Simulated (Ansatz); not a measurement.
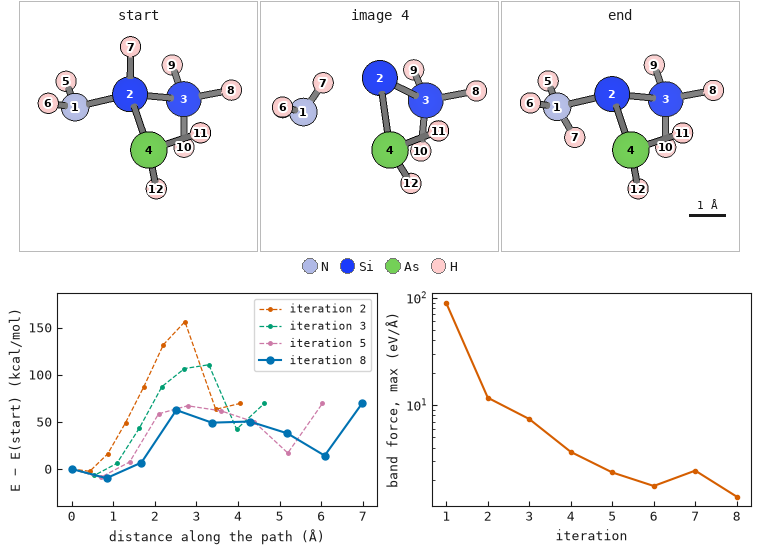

A nudged-elastic-band calculation for Si$_{2}$AsNH$_{8}$. Images are numbered from 0 (start) to 8 (end). The plot follows the band through its iterations. The picture is a ball-and-stick view, seen from a free direction.

The calculation used RKS PBE0-D4/def2-SVP (Ansatz 0.2.0). Settings: 7 movable images; climbing image; force threshold 0.05 eV/Å; iteration limit 8; starting path through a guess of the saddle point; end points as typed, not relaxed.

Question: How did the profile develop, and is the result final?

Answer: The result isn't final. The band hadn't converged when the run stopped after 8 iterations. The largest component of the band force went from 89 to 1.4 eV/Å. The end points weren't relaxed, so energies relative to them aren't barriers between minima. The first iteration put the highest image at 463.6 kcal/mol. Relative to the start the highest point is image 8 at +69.6 kcal/mol and the end lies at +69.6 kcal/mol, but the profile dips to −9.8 kcal/mol at image 1 on the way, so there may be more than one step; on an unconverged band the side maxima are provisional.

Cost: 12 min on 2 threads of AMD EPYC 7571, with other jobs on the host, peak memory 0.37 GiB.
